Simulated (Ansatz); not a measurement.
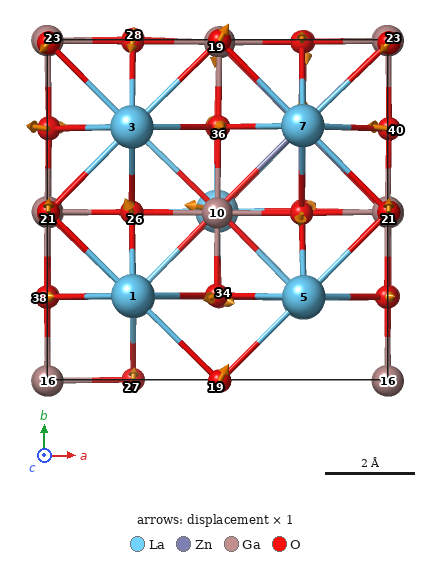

A relaxation of a defect cell of composition La₈ZnGa₇O₂₄. The starting structure is drawn; orange arrows show the displacements, at their true length.

A ball-and-stick model of the cell of the calculation (origin shifted), seen along the c axis.

These are results of Ansatz 0.2.0, DFT, PBEsol, PAW, plane waves, not measurements. (plane-wave cutoff 420 eV; k-point mesh 1 × 1 × 1; mesh shifted by (0.25, 0.25, 0.25); collinear spin; atoms relaxed in a fixed cell; force threshold 0.03 eV/Å; at most 80 steps)

Question: What did the optimiser do to the structure, and how much energy did it gain?

Answer: After 17 geometry steps the energy has fallen by 11.377 eV per cell of the calculation. Largest force component: 8.7 eV/Å at the start, 0.015 eV/Å at the end. The largest move is that of an O atom, 0.84 Å roughly along [−2 0 1]. Largest moves by element: O 0.84 Å, Zn 0.71 Å, La 0.49 Å, Ga 0.17 Å. The cell doesn't change. Among the contacts that change: O–Zn 2.691 → 3.671 Å, La–O 2.801 → 3.693 Å, O–Zn 2.750 → 3.626 Å, La–O 4.309 → 3.462 Å. Bonds break: La–O (2.80 → 3.69 Å). Bond angles that change, for instance: O–La–O 89.7° → 141.4°, La–O–Ga 176.6° → 127.4°, La–O–Ga 177.9° → 129.5°. Cost: 73 s on 8 threads of Intel(R) Xeon(R) 6975P-C, peak memory 1.5 GiB.

Limits of the set-up: the periodic images lie only 7.7 Å apart, so the values are limited by the cell's size.
